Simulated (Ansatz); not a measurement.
# Swapping F for Cl on Ti: the mean Ti–Cl bond length

Gas-phase molecules. On one Ti centre, n of the F ligands are replaced by Cl. The mean Ti–Cl bond length y in Å at PBE0-D4/def2-TZVP. The shapes are optimised at that level. Programs: Ansatz 0.2.0.

| molecule | n | y (Å) |
| --- | --- | --- |
| TiClF3 | 1 | 2.175 |
| TiCl2F2 | 2 | ? |
| TiCl3F | 3 | 2.166 |
| TiCl4 | 4 | 2.162 |

Task: Fit y = c + s·n to the known rows and predict TiCl2F2.

Result: 
1. Means of the 3 rows: n = 2.66667, y = 2.1677.
2. Σ(Δn)² = 4.6667, Σ(Δn·Δy) = -0.020333, so the slope is -0.020333/4.6667 = -0.004357.
3. Intercept: 2.1677 − (-0.004357) × 2.66667 = 2.1793. The largest residual of the fit is 0.0002.
4. TiCl2F2: 2.1793 + (-0.004357) × 2 = 2.171 Å.

The run gave 2.170 Å, so the prediction is off by +0.001 Å, at the rounding of the table. The steps per swap are -0.005, -0.004, -0.004 Å.

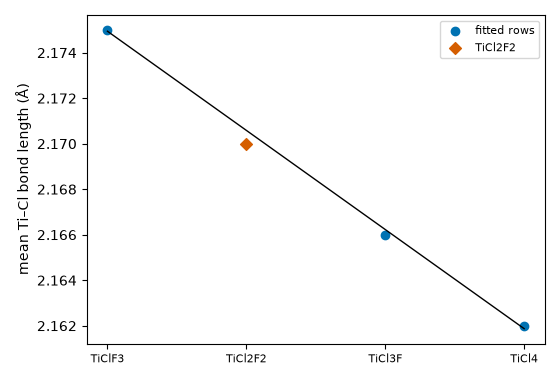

The fitted line, with the withheld member.
